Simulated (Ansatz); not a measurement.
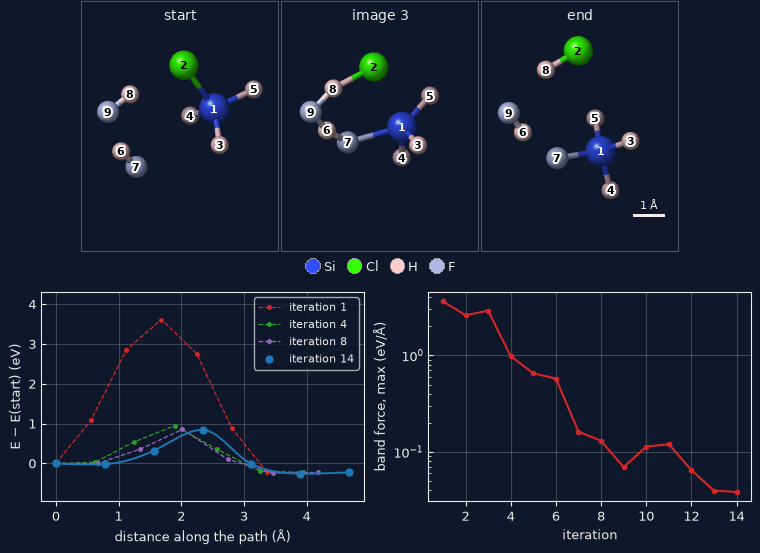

NEB run on SiH$_{5}$ClF$_{2}$. Images are numbered from 0 (start) to 6 (end). The plot follows the band through its iterations. The picture is a ball-and-stick view, seen at a tilt.

Computed with Ansatz, RKS PBE0-D4/def2-SVP.

Input
```yaml
crystal:
  periodic: [false, false, false]
  atoms:
    - {symbol: Si, position_ang: [0.046195, 1.260827, -0.827881]}
    - {symbol: Cl, position_ang: [1.773643, 0.182688, -0.343755]}
    - {symbol: H, position_ang: [-0.852494, 0.354011, -1.565385]}
    - {symbol: H, position_ang: [-0.531197, 1.769229, 0.429658]}
    - {symbol: H, position_ang: [0.525013, 2.365222, -1.688880]}
    - {symbol: H, position_ang: [-0.969271, -1.454427, 1.139544]}
    - {symbol: F, position_ang: [-1.649005, -0.845113, 0.936546]}
    - {symbol: H, position_ang: [1.074867, -1.489880, 0.727817]}
    - {symbol: F, position_ang: [0.582450, -2.142557, 1.192437]}
basis:
  gaussian: {orbitals: def2-SVP}
hamiltonian: {xc: pbe0, dispersion: d4}
neb:
  images: 5
  climbing: true
  max_iterations: 40
  initial_path: idpp
  final_atoms:
    - {symbol: Si, position_ang: [-0.734110, 1.244252, -0.508992]}
    - {symbol: Cl, position_ang: [2.197846, -1.100845, -0.768642]}
    - {symbol: H, position_ang: [-0.707981, 0.526332, -1.798847]}
    - {symbol: H, position_ang: [-1.870995, 2.188934, -0.436791]}
    - {symbol: H, position_ang: [0.546304, 1.913559, -0.205142]}
    - {symbol: H, position_ang: [-0.287359, -1.253928, 1.320768]}
    - {symbol: F, position_ang: [-1.001476, 0.143707, 0.659331]}
    - {symbol: H, position_ang: [1.593070, -1.681594, 0.215559]}
    - {symbol: F, position_ang: [0.264901, -1.980416, 1.522855]}
```

Run as
```bash
ansatz run in.yaml --threads 4 --pin off --events-out ev --progress --plain --max-ram 9574MiB
```

> Judge this run.

The run is converged, with reservations. The band converged in 14 iterations. The largest component of the band force went from 3.6 to 0.039 eV/Å. The climbing image converged on the top of the path. Its curvatures weren't checked. The largest force component is 0.23 eV/Å at the start and 0.65 eV/Å at the end; an end with forces this large is no minimum, and the barrier measured from it can be far off. The first iteration put the highest image at 3.62 eV. The energy climbs by 0.84 eV to image 3 and then falls by 1.07 eV, so the end point sits at −0.22 eV. Image 5 lies below both ends, at −0.26 eV, so an end isn't at the bottom of its valley.

The run took 2.3 min on 4 threads of Intel Xeon @ 2.70GHz (shared host).
